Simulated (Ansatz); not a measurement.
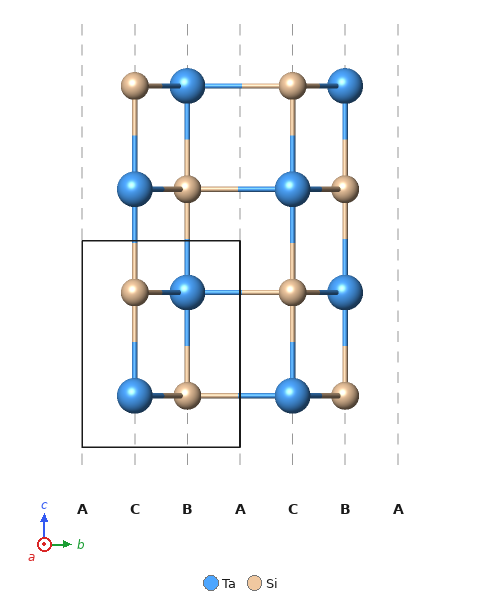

Projection along an edge of the hexagonal mesh, stacking direction c upwards. The dashed lines mark the three columns A (0, 0), B (1/3, 2/3) and C (2/3, 1/3). The sequence starts with the first layer at or above the cell's origin.

The compound is TaSi (space group P6_3/mmc, No. 194), taken as the geometry relaxed with Ansatz, DFT, PBE, PAW with Ansatz's default frozen-core files, scalar-relativistic; the starting structure was generated, so it need not be a known form of this composition.

> Give the sequence of layers in one repeat, with element and column.

Si(B)+Ta(C) – Ta(B)+Si(C) (two layers in 4.99 Å).

Heights of the layers:

```tsv
layer	atoms (column)	height (Å)	to next (Å)
1	Si(B)+Ta(C)	1.25	2.50
2	Ta(B)+Si(C)	3.74	2.50
```
